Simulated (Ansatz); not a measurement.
## Electronic structure of H6NSi···H···H···F in real space

| atom | x (Å) | y (Å) | z (Å) |
| --- | --- | --- | --- |
| Si | -0.4497 | 0.0379 | -1.0059 |
| H | 0.2069 | -1.4974 | -0.1640 |
| H | 0.4380 | -0.4700 | -2.0791 |
| H | -0.8421 | 1.3909 | -1.5661 |
| H | -1.7668 | -0.5838 | -0.7494 |
| H | 0.3239 | 0.1407 | 1.3160 |
| N | 0.3727 | 0.8411 | 0.4892 |
| H | 0.1993 | -1.4652 | 0.8040 |
| F | 0.2274 | -1.1457 | 1.9556 |
| H | -0.0643 | 1.7322 | 0.7044 |
| H | 1.3547 | 1.0194 | 0.2951 |

A transition-state structure; geometry: PBE0-D4/def2-TZVP.

These are results of Ansatz 0.2.0, RKS PBE0-D4/def2-TZVPP, not measurements.

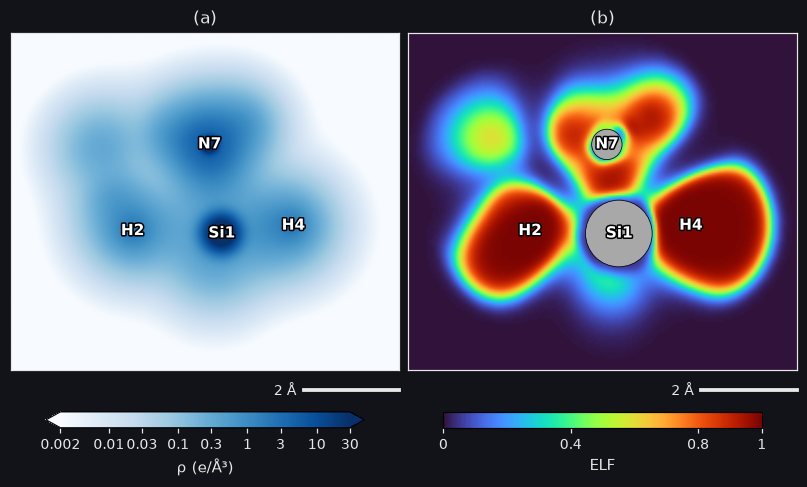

Figure 1. (a) electron density; (b) ELF on the plane of atoms H4, Si1 and N7. Grey discs cover the atomic cores in the ELF map.

### What do the fields say about this system?

- The plane passes through Si, H and N nuclei.
- Si–N (1.89 Å): ρ is about 0.83 e/Å³ halfway; the ELF peaks at about 0.95 between the atoms, as expected for a polar covalent bond.

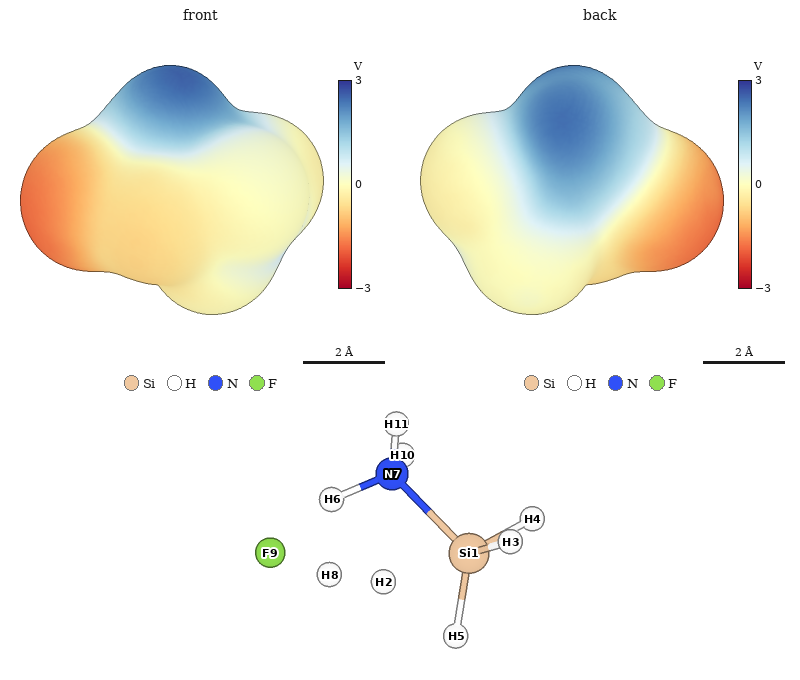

Figure 2. The electrostatic potential painted on the density surface at 0.001 e/bohr³, seen from the front and from behind; the colour scale runs from red (negative) to blue (positive). The bare structure is drawn below in the same view.

### Describe the electrostatic potential map.

The most negative region (about −1.8 V) lies over F9, the most positive (about +2.5 V) over H11.

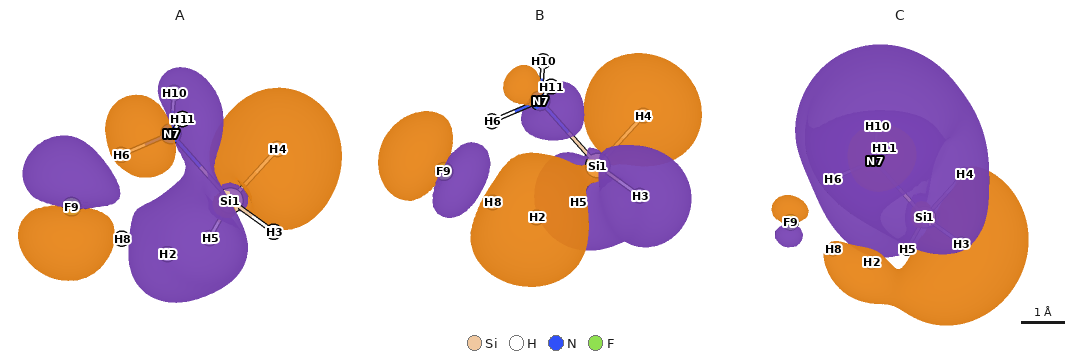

Figure 3. Three frontier orbitals at ±0.06 Å⁻³ᐟ² (orange and purple are the two phases), in no order.

### Which picture is the HOMO−1, the HOMO and the LUMO?

A is the HOMO−1 (−9.40 eV). By Hirshfeld shares it lies mainly on F9 (about 35 %), Si1 (about 20 %), H4 (about 20 %), N7 (about 10 %) and H2 (about 5 %). B is the HOMO (−7.12 eV). Its weight (Hirshfeld) is mainly on H2 (about 25 %), F9 (about 20 %), Si1 (about 15 %), H4 (about 10 %), H8 (about 10 %) and H3 (about 5 %). C is the LUMO (−0.32 eV). It lies mainly on Si1 (about 30 %), H11 (about 20 %), H10 (about 15 %) and N7 (about 15 %).

### What is the HOMO–LUMO gap?

6.80 eV between the orbital energies.
